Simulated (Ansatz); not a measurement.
```yaml
atoms:
  - { symbol: B, position_ang: [0.0000, 0.0000, -0.0644] }
  - { symbol: Cl, position_ang: [0.0000, 0.0000, -1.7802] }
  - { symbol: Si, position_ang: [0.0000, 0.0000, 1.8447] }
```

Geometry: BLYP-D3(BJ)/def2-SVP.

These are results of Ansatz 0.2.0, isolated molecule in a Gaussian basis; Kohn-Sham density functional theory, functional PBE0, not measurements.

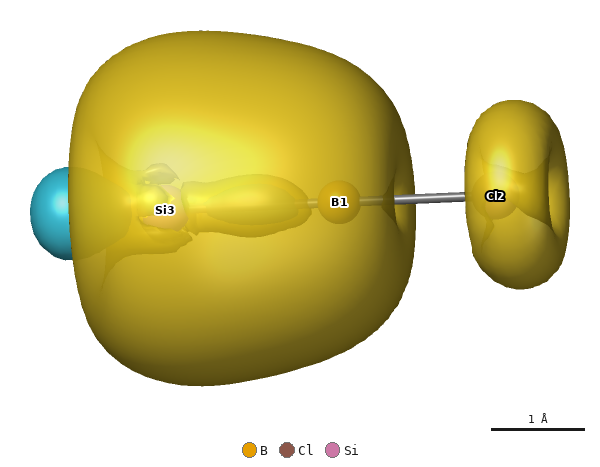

BClSi (SMILES [Si]=BCl) (triplet). Isosurfaces of the spin density at +0.015 (yellow) and −0.015 e/Å³ (cyan), seen from one side.

Q: Where is the unpaired spin?

A: The unpaired spin (2 electrons) lies mostly on Si3 (about 1.1), B1 (about 0.7) and Cl2 (about 0.1), in electrons by Hirshfeld's partition.
